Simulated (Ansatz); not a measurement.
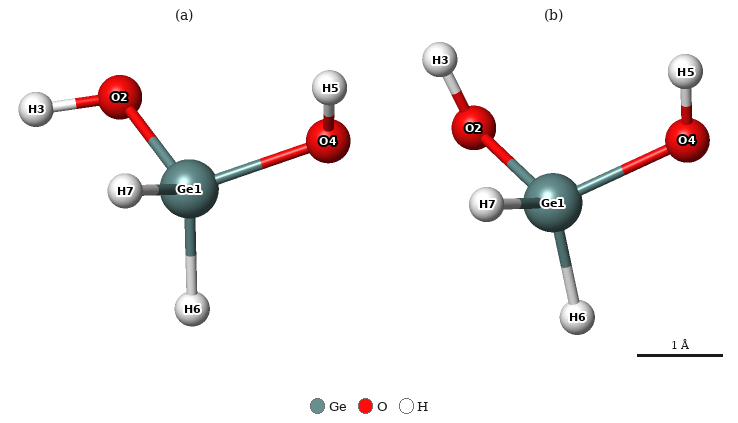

The structure of GeH4O2 before (left) and after (right) a relaxation, at one scale.

A ball-and-stick model, seen at a tilt.

The run prepares the start of a later molecular dynamics calculation, from a guessed geometry.

Level of theory: RKS B3LYP/def2-SVP in Ansatz.

Input file:
```yaml
crystal:
  periodic: [false, false, false]
  atoms:
    - { symbol: Ge, position_ang: [0.0, 0.0, 0.0] }
    - { symbol: O, position_ang: [0.0, 0.0, 1.77] }
    - { symbol: H, position_ang: [-0.9095, -0.2814, 2.1071] }
    - { symbol: O, position_ang: [1.6691, 0.0, -0.5894] }
    - { symbol: H, position_ang: [1.9855, -0.9521, -0.7061] }
    - { symbol: H, position_ang: [-0.73, 1.2648, -0.5162] }
    - { symbol: H, position_ang: [-0.73, -1.2648, -0.5162] }
basis:
  gaussian: { orbitals: def2-SVP }
hamiltonian:
  xc: b3lyp
relax:
  f_tol: 0.02
  max_steps: 40
output:
  orbitals: {}
```

Command:
```bash
ansatz run input.yaml --threads 1 --pin off --max-ram 2048MiB --backend cpu --events-out ev --progress --plain --runs-dir out
```

Summarise the run.

Answer. Over 17 accepted moves (21 points after the start) the energy falls by 0.179 eV. Largest force component: 1.8 eV/Å at the start, 0.01 eV/Å at the end. The line search rejected the trial steps at points 5, 10, 13, 15 of the run. The forces were under the threshold at step 9, but the run went on from there. The atom that moves furthest after the best rigid fit is H3 (0.75 Å). By element the largest moves are H 0.75 Å, O 0.41 Å, Ge 0.18 Å. Near-neighbour distances that change, for instance: O2–H3 1.010 → 0.966 Å, Ge1–H6 1.549 → 1.527 Å, Ge1–O2 1.770 → 1.785 Å, Ge1–O4 1.770 → 1.785 Å. Among the angles between lasting bonds that change: H6–Ge1–H7 109.5° → 115.8°, Ge1–O4–H5 109.5° → 114.1°, Ge1–O2–H3 109.5° → 114.0°. Groups turn about Ge1–O2 by about 85°.
